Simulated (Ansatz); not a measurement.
The crystal is Ti2CO2 (MXene monolayer).

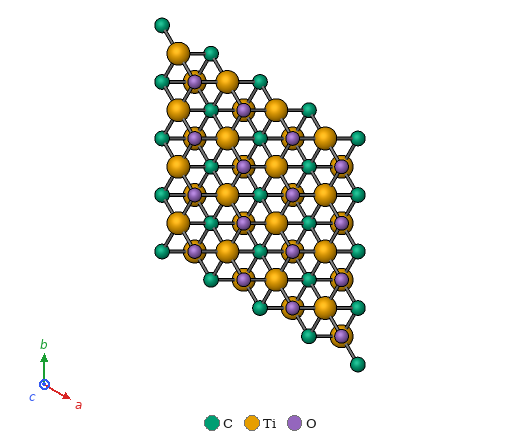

The structure (carbon teal, titanium orange, oxygen purple). 4×4×1 cells are drawn. Some periodic images of atoms are drawn too.

The cell holds 5 atoms: 1 C, 2 Ti and 2 O. Its edges and angles: a = 3.010 Å, b = 3.010 Å, c = 32.100 Å, α = 90.0°, β = 90.0°, γ = 120.0°. It derives from C1O2Ti2. Vacuum lies along c.

```xyz
5
Lattice="3.0103 0.0000 0.0000 -1.5051 2.6070 0.0000 0.0000 0.0000 32.1000" Properties=species:S:1:pos:R:3
C     0.0000    0.0000   16.0500
Ti    0.0000    1.7380   17.3513
Ti    1.5051    0.8690   14.7487
O     1.5051    0.8690   18.2653
O     0.0000    1.7380   13.8347
```

The structure was relaxed with PBE-D3(BJ). At the settings of the band run the largest force is still 0.10 eV/Å. The runs that relaxed it are not among those shown.

Gaps computed with Ansatz 0.2.0 without a self-energy: PBE 0.30 eV and HSE06 1.02 eV.

**Question.** What gap should G0W0 on PBE give (9×9×1 mesh, 335 empty bands, screening to 70 eV, PAW set soft_1 files)?

About 1.18 eV: on its mesh the run moves the gap from 0.32 eV by +0.88 eV, and the mesh misses the edges by 0.02 eV. Among the scalar-relativistic levels given, HSE06 is nearest (−0.16 eV). Bands and cutoff are finite, so the gap is not at the basis limit. The miss can reach some tenths of an eV and take either sign; the mesh is an error of its own. The mesh in the plane is coarse for a sheet; gap and any exciton binding can still move on denser ones. The program marks a band-edge row as in doubt, so the gap is less sure than its digits.

[Paths, hosts, dates, memory and timing lines, banners, echoed tables and standing remarks are left out of the program output.]

[Logs are printed without paths, hosts, clocks, repeated set-up lines and the standing remarks that a program may print on its own settings, such as how far it seeks lower states.]

[Runs of the session that timed out or met a known fault of the program may be left out.]

[Cells called generated may have been cut or substituted from an entry of the Crystallography Open Database or the Materials Project.]

[Hosts, paths, dates, database ids (printed as entryN), source tags and the programs' standing remarks are cut or masked in the printed files.]
